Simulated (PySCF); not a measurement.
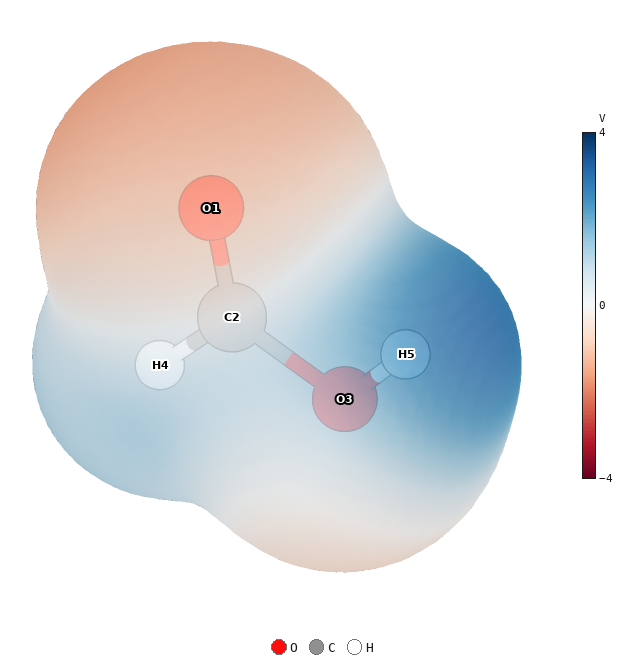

The picture shows: CH₂O₂. The electrostatic potential painted on the density surface at 0.002 e/bohr³, seen at a tilt; the colour scale runs from red (negative) to blue (positive).

Geometry: PBE0-D3(BJ)/ma-def2-SVP.

Method: DFT single point, gas phase, functional PBE0 (PySCF).

Input

```
{"job": {"kind": "sp", "xc": "PBE0", "basis": "ma-def2-TZVP", "d3": "d3bj", "grid": 2}, "charge": 0, "multiplicity": 1}
O     -0.690944     1.145103     0.010705
C     -0.412228    -0.019498    -0.008921
O      0.825993    -0.510536    -0.013174
H     -1.150452    -0.847071    -0.026230
H      1.444545     0.237932     0.002589
```

Command:

```sh
OMP_NUM_THREADS=1 python redox_run.py task.json out
```

Where is the surface potential most negative and most positive?

The most negative region (about −1.5 V) lies over O1, the most positive (about +3.0 V) over H5. O1 is the likeliest acceptor of a hydrogen bond.

How polar is the molecule by this calculation?

Its dipole moment is 1.60 D.
